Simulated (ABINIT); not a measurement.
## Converging GW for TiO2 (Rutile) in ABINIT

What does each rung of G0W0 on TiO2 (Rutile) cost, and what does it buy?

Calculated with ABINIT 10.8.3; PBE and many-body steps on it, plane waves.

## (1) Set-up

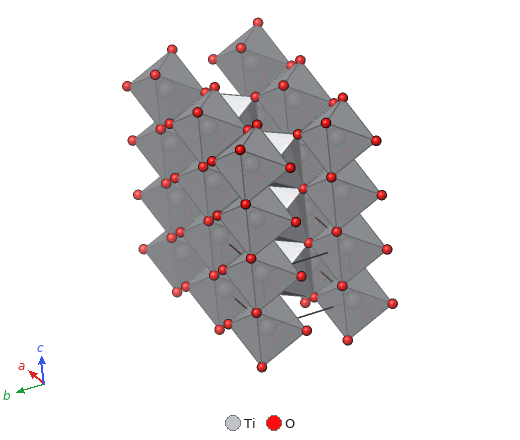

The starting structure, seen from a free direction (titanium light grey, oxygen red). 2×1×3 cells are drawn. Some periodic images of atoms are drawn too.

The cell and positions come from the Crystallography Open Database and are kept as given unless a step says otherwise.

## (2) Empty states on the mesh, 2×2×4 mesh, 494 bands

This step: ABINIT 10.8.3; DFT, PBE, plane waves, norm-conserving pseudopotentials.

The sums over transitions need many empty states on a uniform mesh; this step solves for them.

Input file run.abi:

```
acell 3*1.0 Angstrom
rprim 
  4.592200000000 0.000000000000 0.000000000000
  0.000000000000 4.592200000000 0.000000000000
  0.000000000000 0.000000000000 2.957400000000
ntypat 2
znucl 22 8
natom 6
typat 1 1 2 2 2 2
xred 
  0.000000000000 0.000000000000 0.000000000000
  0.500000000000 0.500000000000 0.500000000000
  0.304960000000 0.304960000000 0.000000000000
  0.195040000000 0.804960000000 0.500000000000
  0.695040000000 0.695040000000 0.000000000000
  0.804960000000 0.195040000000 0.500000000000
pp_dirpath "pseudos"
pseudos "Ti.upf, O.upf"
ecut 38
ngkpt 2 2 4
nshiftk 1
shiftk 0 0 0
kptopt 1
chksymbreak 0
irdden 1
istwfk *1
nband 494
prtvol 0
optdriver 6
gwr_task "HDIAGO"
paral_kgb 0
occopt 1
indata_prefix "in"
outdata_prefix "out"
tmpdata_prefix "tmp"
```

Run with:

```bash
$ OMP_NUM_THREADS=1 mpirun -n 8 abinit run.abi > log
```

The program printed:

```text
.Version 10.8.3 of ABINIT. v10.8.2 released Aug 2026.

 Symmetries : space group P4_2/m n m (#136); Bravais tP (primitive tetrag.)
[... echo of the input left out ...]
== DATASET  1 ==================================================================
-   mpi_nproc: 8, omp_nthreads: 1 (-1 if OMP is not activated)

--- !DatasetInfo
iteration_state: {dtset: 1, }
dimensions: {natom: 6, nkpt: 9, mband: 494, nsppol: 1, nspinor: 1, nspden: 1, mpw: 4748, }
cutoff_energies: {ecut:  38.0, pawecutdg:  -1.0, }
[...]
Direct band gap semiconductor
 Fundamental gap:     1.917 (eV)
   VBM:     5.660 (eV) at k: [ 0.0000E+00,  0.0000E+00,  0.0000E+00]
   CBM:     7.576 (eV) at k: [ 0.0000E+00,  0.0000E+00,  0.0000E+00]
 Direct gap:         1.917 (eV) at k: [ 0.0000E+00,  0.0000E+00,  0.0000E+00]

== END DATASET(S) ==============================================================
================================================================================

 -outvars: echo values of variables after computation  --------
           etotal      0.0000000000E+00
            nband         494
             nkpt           9
          spgroup         136
 [... the other variables as echoed above ...]

 Calculation completed.
```

Elapsed: 2.4 min, on 8 MPI ranks of Arm Neoverse V2, shared host; peak memory 10 GiB.

Numbers from this step:

| Property | Result |
| --- | --- |
| gap | 1.917 eV |
| k of the valence top | 0, 0, 0 |
| k of the conduction bottom | 0, 0, 0 |
| least direct gap | 1.917 eV |
| k points computed | 9 |
| lowest point of the top converged band, above the valence top | 205.8604 eV |

On this mesh the gap is 1.917 eV.

The density comes from a self-consistent run that is not shown.

## (3) Screening, 2×2×4 mesh, 115 bands, screening to 93.3 eV

The RPA dielectric matrix is built and inverted for each q.

This step: RPA screening on PBE, plane waves, norm-conserving pseudopotentials.

Edit run.abi of step 2 so:

```diff
@@ -24,10 +24,11 @@
 chksymbreak 0
-irdden 1
 istwfk *1
-nband 494
-prtvol 0
-optdriver 6
-gwr_task "HDIAGO"
-paral_kgb 0
 occopt 1
+irdwfk 1
+optdriver 3
+nband 115
+ecuteps 3.43
+inclvkb 2
+awtr 1
+symchi 1
 indata_prefix "in"
```

The program printed:

```text
.Version 10.8.3 of ABINIT. v10.8.2 released Aug 2026.

 Symmetries : space group P4_2/m n m (#136); Bravais tP (primitive tetrag.)
[... echo of the input left out ...]
== DATASET  1 ==================================================================
-   mpi_nproc: 8, omp_nthreads: 1 (-1 if OMP is not activated)

--- !DatasetInfo
iteration_state: {dtset: 1, }
dimensions: {natom: 6, nkpt: 9, mband: 115, nsppol: 1, nspinor: 1, nspden: 1, mpw: 4748, }
cutoff_energies: {ecut:  38.0, pawecutdg:  -1.0, }
electrons: {nelect:   4.80000000E+01, charge:   0.00000000E+00, occopt:   1.00000000E+00, tsmear:   1.00000000E-02, }

 SCREENING: Calculation of the susceptibility and dielectric matrices

 Based on a program developped by R.W. Godby, V. Olevano, G. Onida, and L. Reining.
 Incorporated in ABINIT by V. Olevano, G.-M. Rignanese, and M. Torrent.
.Using double precision arithmetic ; gwpc =  8

[... cell and pseudopotentials left out ...]
--------------------------------------------------------------------------------

 ==== K-mesh for the wavefunctions ====
 Number of points in the irreducible wedge :     9
[... list of points left out ...]
 Together with 16 symmetry operations and time-reversal symmetry
 yields    16 points in the full Brillouin Zone.

 ==== Q-mesh for the screening function ====
 Number of points in the irreducible wedge :     9
[... list of points left out ...]
 Together with 16 symmetry operations and time-reversal symmetry
 yields    16 points in the full Brillouin Zone.

 setmesh: FFT mesh size selected  =    32x   32x   24
          total number of points  =        24576

 vcoul_init : cutoff-mode = AUXILIARY_FUNCTION
 q-points for optical limit:   1
     1)      0.000010    0.000020    0.000030

- screening: taking advantage of time-reversal symmetry
- Maximum band index for partially occupied states nbvw = 24
- Remaining bands to be divided among processors   nbcw = 91
- Number of bands treated by each node ~11

 Number of electrons calculated from density =   48.0000; Expected =   48.0000
 average of density, n =  0.114049
 r_s =    1.2792
 omega_plasma =   32.5763 [eV]

 calculating chi0 at frequencies [eV] :
  1    0.000000E+00    0.000000E+00
  2    0.000000E+00    3.257632E+01

--------------------------------------------------------------------------------
  q-point number  1        q = ( 0.000000, 0.000000, 0.000000) [r.l.u.]
--------------------------------------------------------------------------------
[... chi0 elements left out ...]
 For q-point:  0.000010 0.000020 0.000030
  dielectric constant =   9.0140
  dielectric constant without local fields =   9.3288

  Average fulfillment of the sum rule on Im[epsilon] for q-point    1 :     58.22  [%]
[... wings left out ...]
  q-point number  2        q = ( 0.500000, 0.000000, 0.000000) [r.l.u.]
--------------------------------------------------------------------------------
[... chi0 elements left out ...]
  Average fulfillment of the sum rule on Im[epsilon] for q-point    2 :     65.68  [%]

 [... 7 further q-points ...]
```

The job ended after 23 s (8 MPI ranks; peak memory 1.9 GiB).

This step gave:

```
ε∞ with local fields, on this mesh, along the program's q direction : 9.014
the same without local fields                                       : 9.329
plasma frequency                                                    : 32.58 eV
plane waves in the screening matrix                                 : 137
```

Local fields lower ε∞ by 3 %. On a Γ-centred mesh this coarse the value itself is usually too large, while a short band sum pulls it down.

## (4) 115 bands, 93.3 eV

The self-energy is evaluated for the states that the input lists, and the levels follow from it, in one-shot runs by the linearised quasiparticle equation.

This step: G0W0 on PBE, plane waves, norm-conserving pseudopotentials.

Edit run.abi of step 3 so:

```diff
@@ -27,8 +27,25 @@
 irdwfk 1
-optdriver 3
+optdriver 4
 nband 115
+gwcalctyp 0
+ecutsigx 38
+symsigma 1
+nkptgw 6
+kptgw 
+  0.0000000000 0.0000000000 0.0000000000
+  0.5000000000 0.0000000000 0.0000000000
+  0.5000000000 0.5000000000 0.0000000000
+  0.0000000000 0.0000000000 0.5000000000
+  0.5000000000 0.0000000000 0.5000000000
+  0.5000000000 0.5000000000 0.5000000000
+bdgw 
+  22 26
+  23 26
+  23 26
+  23 26
+  23 26
+  23 26
 ecuteps 3.43
-inclvkb 2
-awtr 1
-symchi 1
+irdscr 1
+ppmodel 1
 indata_prefix "in"
```

The program printed:

```text
.Version 10.8.3 of ABINIT. v10.8.2 released Aug 2026.

 Symmetries : space group P4_2/m n m (#136); Bravais tP (primitive tetrag.)
[... echo of the input left out ...]
== DATASET  1 ==================================================================
-   mpi_nproc: 8, omp_nthreads: 1 (-1 if OMP is not activated)

--- !DatasetInfo
iteration_state: {dtset: 1, }
dimensions: {natom: 6, nkpt: 9, mband: 115, nsppol: 1, nspinor: 1, nspden: 1, mpw: 4748, }
cutoff_energies: {ecut:  38.0, pawecutdg:  -1.0, }
electrons: {nelect:   4.80000000E+01, charge:   0.00000000E+00, occopt:   1.00000000E+00, tsmear:   1.00000000E-02, }

 SIGMA: Calculation of the GW corrections

 Based on a program developped by R.W. Godby, V. Olevano, G. Onida, and L. Reining.
 Incorporated in ABINIT by V. Olevano, G.-M. Rignanese, and M. Torrent.
.Using double precision arithmetic ; gwpc =  8

[... cell and pseudopotentials left out ...]
--------------------------------------------------------------------------------

 ==== K-mesh for the wavefunctions ====
 Number of points in the irreducible wedge :     9
[... list of points left out ...]
 Together with 16 symmetry operations and time-reversal symmetry
 yields    16 points in the full Brillouin Zone.

 ==== Q-mesh for screening function ====
 Number of points in the irreducible wedge :     9
[... list of points left out ...]
 Together with 16 symmetry operations and time-reversal symmetry
 yields    16 points in the full Brillouin Zone.

 vcoul_init : cutoff-mode = AUXILIARY_FUNCTION
 q-points for optical limit:   1
     1)      0.000010    0.000020    0.000030
 setmesh: FFT mesh size selected  =    50x   50x   32
          total number of points  =        80000

 Number of electrons calculated from density =   48.0000; Expected =   48.0000
 average of density, n =  0.114049
 r_s =    1.2792
 omega_plasma =   32.5763 [eV]

 === KS Band Gaps ===
  >>>> For spin  1
   Minimum direct gap =   1.9166 [eV], located at k-point      :   0.0000  0.0000  0.0000
   Fundamental gap    =   1.9166 [eV], Top of valence bands at :   0.0000  0.0000  0.0000
                                       Bottom of conduction at :   0.0000  0.0000  0.0000
 SIGMA fundamental parameters:
 PLASMON POLE MODEL  1
 number of plane-waves for SigmaX                 4679
 number of plane-waves for SigmaC and W            137
 number of plane-waves for wavefunctions          4679
 number of bands                                   115
 number of independent spin polarizations            1
 number of spinorial components                      1
 number of k-points in IBZ                           9
 number of q-points in IBZ                           9
 number of symmetry operations                      16
 number of k-points in BZ                           16
 number of q-points in BZ                           16
 number of frequencies for dSigma/dE                 9
 frequency step for dSigma/dE [eV]                0.25
 number of omega for Sigma on real axis              0
 max omega for Sigma on real axis  [eV]           0.00
 zcut for avoiding poles [eV]                     0.10

 EPSILON^-1 parameters (SCR file):
 dimension of the eps^-1 matrix on file            137
 dimension of the eps^-1 matrix used               137
 number of plane-waves for wavefunctions          4679
 number of bands                                   115
 number of q-points in IBZ                           9
 number of frequencies                               2
 number of real frequencies                          1
 number of imag frequencies                          1

 matrix elements of self-energy operator (all in [eV])

 Perturbative Calculation

--- !SelfEnergy_ee
iteration_state: {dtset: 1, }
kpoint     : [   0.000,    0.000,    0.000, ]
spin       : 1
KS_gap     :    1.917
QP_gap     :    3.314
Delta_QP_KS:    1.397
data: !SigmaeeData |
     Band     E0 <VxcDFT>   SigX SigC(E0)      Z dSigC/dE  Sig(E)    E-E0       E
       22   5.208 -20.680 -25.200   4.936   0.775  -0.290 -20.358   0.322   5.530
       23   5.208 -20.680 -25.200   4.936   0.775  -0.290 -20.358   0.322   5.530
       24   5.660 -20.454 -24.998   5.001   0.770  -0.300 -20.103   0.352   6.012
       25   7.576 -20.141 -11.955  -5.943   0.780  -0.282 -18.392   1.749   9.325
       26   7.879 -19.770 -11.944  -5.733   0.780  -0.281 -18.137   1.633   9.512

--- !SelfEnergy_ee
iteration_state: {dtset: 1, }
kpoint     : [   0.500,    0.000,    0.000, ]
spin       : 1
KS_gap     :    3.328
QP_gap     :    4.846
Delta_QP_KS:    1.518
data: !SigmaeeData |
     Band     E0 <VxcDFT>   SigX SigC(E0)      Z dSigC/dE  Sig(E)    E-E0       E
       23   4.918 -19.686 -24.521   5.103   0.770  -0.299 -19.479   0.206   5.124
[...]
--- !SelfEnergy_ee
iteration_state: {dtset: 1, }
kpoint     : [   0.500,    0.500,    0.000, ]
spin       : 1
KS_gap     :    3.020
QP_gap     :    4.527
Delta_QP_KS:    1.507
data: !SigmaeeData |
     Band     E0 <VxcDFT>   SigX SigC(E0)      Z dSigC/dE  Sig(E)    E-E0       E
[...]
--- !SelfEnergy_ee
iteration_state: {dtset: 1, }
kpoint     : [   0.000,    0.000,    0.500, ]
spin       : 1
KS_gap     :    4.431
QP_gap     :    6.081
Delta_QP_KS:    1.650
data: !SigmaeeData |
     Band     E0 <VxcDFT>   SigX SigC(E0)      Z dSigC/dE  Sig(E)    E-E0       E
[...]
--- !SelfEnergy_ee
iteration_state: {dtset: 1, }
kpoint     : [   0.500,    0.000,    0.500, ]
spin       : 1
KS_gap     :    2.985
QP_gap     :    4.459
Delta_QP_KS:    1.474
data: !SigmaeeData |
     Band     E0 <VxcDFT>   SigX SigC(E0)      Z dSigC/dE  Sig(E)    E-E0       E
[...]
--- !SelfEnergy_ee
iteration_state: {dtset: 1, }
kpoint     : [   0.500,    0.500,    0.500, ]
spin       : 1
KS_gap     :    3.309
QP_gap     :    4.757
Delta_QP_KS:    1.447
data: !SigmaeeData |
     Band     E0 <VxcDFT>   SigX SigC(E0)      Z dSigC/dE  Sig(E)    E-E0       E
[...]
24   4.983 -20.397 -25.125   5.059   0.773  -0.294 -20.141   0.256   5.239
       25   8.293 -20.396 -12.466  -5.738   0.777  -0.287 -18.693   1.704   9.996
       26   8.293 -20.396 -12.466  -5.738   0.777  -0.287 -18.693   1.704   9.996

== END DATASET(S) ==============================================================
================================================================================

 -outvars: echo values of variables after computation  --------
           etotal      0.0000000000E+00
            nband         115
             nkpt           9
          spgroup         136
 [... the other variables as echoed above ...]

 Calculation completed.
```

The job ended after 6.7 s (8 MPI ranks; peak memory 1.2 GiB).

Numbers from this step:

```yaml
g0w0_gap_on_the_mesh: 3.242 eV
starting_gap_on_the_mesh: 1.917 eV
k_of_the_valence_top: 0, 0, 0
k_of_the_conduction_bottom: 0.5, 0, 0.5
z_at_the_valence_top: 0.77
z_at_the_conduction_bottom: 0.78
least_direct_g0w0_gap_on_the_computed_points: 3.313 eV
```

The gap on the mesh goes from 1.92 eV to 3.24 eV, a correction of +1.33 eV.

## (5) Screening, 2×2×4 mesh, 163 bands, screening to 123.5 eV

This step: RPA screening on PBE, plane waves, norm-conserving pseudopotentials.

Edit run.abi of step 4 so:

```diff
@@ -27,25 +27,8 @@
 irdwfk 1
-optdriver 4
-nband 115
-gwcalctyp 0
-ecutsigx 38
-symsigma 1
-nkptgw 6
-kptgw 
-  0.0000000000 0.0000000000 0.0000000000
-  0.5000000000 0.0000000000 0.0000000000
-  0.5000000000 0.5000000000 0.0000000000
-  0.0000000000 0.0000000000 0.5000000000
-  0.5000000000 0.0000000000 0.5000000000
-  0.5000000000 0.5000000000 0.5000000000
-bdgw 
-  22 26
-  23 26
-  23 26
-  23 26
-  23 26
-  23 26
-ecuteps 3.43
-irdscr 1
-ppmodel 1
+optdriver 3
+nband 163
+ecuteps 4.54
+inclvkb 2
+awtr 1
+symchi 1
 indata_prefix "in"
```

The program printed:

```text
.Version 10.8.3 of ABINIT. v10.8.2 released Aug 2026.

 Symmetries : space group P4_2/m n m (#136); Bravais tP (primitive tetrag.)
[... echo of the input left out ...]
== DATASET  1 ==================================================================
-   mpi_nproc: 8, omp_nthreads: 1 (-1 if OMP is not activated)

--- !DatasetInfo
iteration_state: {dtset: 1, }
dimensions: {natom: 6, nkpt: 9, mband: 163, nsppol: 1, nspinor: 1, nspden: 1, mpw: 4748, }
cutoff_energies: {ecut:  38.0, pawecutdg:  -1.0, }
electrons: {nelect:   4.80000000E+01, charge:   0.00000000E+00, occopt:   1.00000000E+00, tsmear:   1.00000000E-02, }

 SCREENING: Calculation of the susceptibility and dielectric matrices

 Based on a program developped by R.W. Godby, V. Olevano, G. Onida, and L. Reining.
 Incorporated in ABINIT by V. Olevano, G.-M. Rignanese, and M. Torrent.
.Using double precision arithmetic ; gwpc =  8

[... cell and pseudopotentials left out ...]
--------------------------------------------------------------------------------

 ==== K-mesh for the wavefunctions ====
 Number of points in the irreducible wedge :     9
[... list of points left out ...]
 Together with 16 symmetry operations and time-reversal symmetry
 yields    16 points in the full Brillouin Zone.

 ==== Q-mesh for the screening function ====
 Number of points in the irreducible wedge :     9
[... list of points left out ...]
 Together with 16 symmetry operations and time-reversal symmetry
 yields    16 points in the full Brillouin Zone.

 setmesh: FFT mesh size selected  =    36x   36x   24
          total number of points  =        31104

 vcoul_init : cutoff-mode = AUXILIARY_FUNCTION
 q-points for optical limit:   1
     1)      0.000010    0.000020    0.000030

- screening: taking advantage of time-reversal symmetry
- Maximum band index for partially occupied states nbvw = 24
- Remaining bands to be divided among processors   nbcw = 139
- Number of bands treated by each node ~17

 Number of electrons calculated from density =   48.0000; Expected =   48.0000
 average of density, n =  0.114049
 r_s =    1.2792
 omega_plasma =   32.5763 [eV]

 calculating chi0 at frequencies [eV] :
  1    0.000000E+00    0.000000E+00
  2    0.000000E+00    3.257632E+01

--------------------------------------------------------------------------------
  q-point number  1        q = ( 0.000000, 0.000000, 0.000000) [r.l.u.]
--------------------------------------------------------------------------------
[... chi0 elements left out ...]
 For q-point:  0.000010 0.000020 0.000030
  dielectric constant =   8.9207
  dielectric constant without local fields =   9.3380

  Average fulfillment of the sum rule on Im[epsilon] for q-point    1 :     67.59  [%]
[... wings left out ...]
  q-point number  2        q = ( 0.500000, 0.000000, 0.000000) [r.l.u.]
--------------------------------------------------------------------------------
[... chi0 elements left out ...]
  Average fulfillment of the sum rule on Im[epsilon] for q-point    2 :     73.40  [%]

 [... 7 further q-points ...]
```

It took 36 s on 8 MPI ranks; peak memory 2.4 GiB.

This step gave:

| Item | Value |
| --- | --- |
| ε∞ with local fields, on this mesh, along the program's q direction | 8.921 |
| the same without local fields | 9.338 |
| plasma frequency | 32.58 eV |
| plane waves in the screening matrix | 189 |

(Continued in part 2 of 2.)

[Paths, hosts, dates, memory and timing lines, banners, echoed tables and standing remarks are left out of the program output.]

[Logs are printed without paths, hosts, clocks, repeated set-up lines and the standing remarks that a program may print on its own settings, such as how far it seeks lower states.]

[Runs of the session that timed out or met a known fault of the program may be left out.]

[Hosts, paths, dates, database ids (printed as entryN), source tags and the programs' standing remarks are cut or masked in the printed files.]

[G0W0 gaps are taken among the corrected bands and points alone; a level outside them can change the order at an edge.]

[Where Ansatz stands beside ABINIT at settings called matched, ABINIT's density can come from a denser mesh and the files from another edition; pairs whose starting gaps differed by over 0.03 eV were left out, so agreement reads better than it is.]
